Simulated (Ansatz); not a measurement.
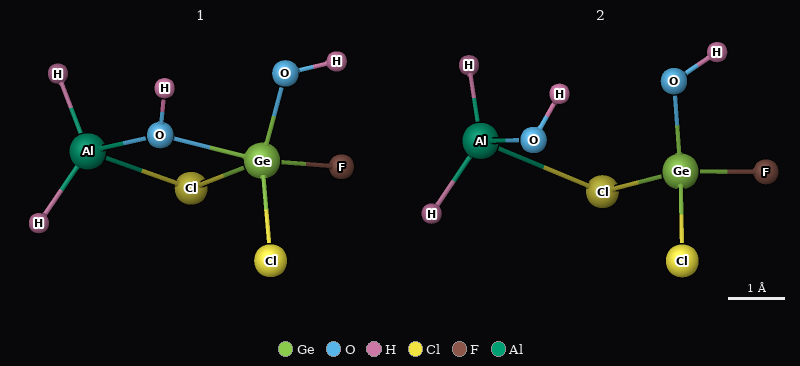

Two geometries of AlGeH4O2Cl2F, drawn at one scale. One is the start of a relaxation, the other its converged end. The picture is a ball-and-stick view, seen from a free direction.

Theory: RKS PBE/def2-SVP in Ansatz 0.2.0. Set-up: no spin polarisation; force threshold 0.03 eV/Å; at most 50 steps.

Q: Which one is relaxed?

A: Structure 1 is the relaxed one. The run prepares an end point of a later path (reaction) calculation, from a guessed geometry. An O atom moves most after the best rigid fit: 0.63 Å. By element the largest moves are O 0.63 Å, H 0.49 Å, F 0.45 Å, Ge 0.43 Å, Al 0.34 Å, Cl 0.25 Å. Some distances before and after: Ge–O 2.961 → 1.984 Å, Al–Cl 2.747 → 2.346 Å, Cl–Ge 2.195 → 2.405 Å, Al–O 1.752 → 1.875 Å. New bonds form, among them: Ge–O (2.96 → 1.98 Å). Among the angles between lasting bonds that change: O–Ge–Cl 113.7° → 130.4°, Cl–Ge–F 102.3° → 86.4°, Cl–Al–H 97.7° → 109.4°. Groups turn about Al–O by about 35°. The energy falls by 0.567 eV in 12 geometry steps. The largest force component goes from 0.53 to 0.021 eV/Å. Cost: 29 s on 4 threads of Arm Neoverse V2, with other jobs on the host, peak memory 0.24 GiB.
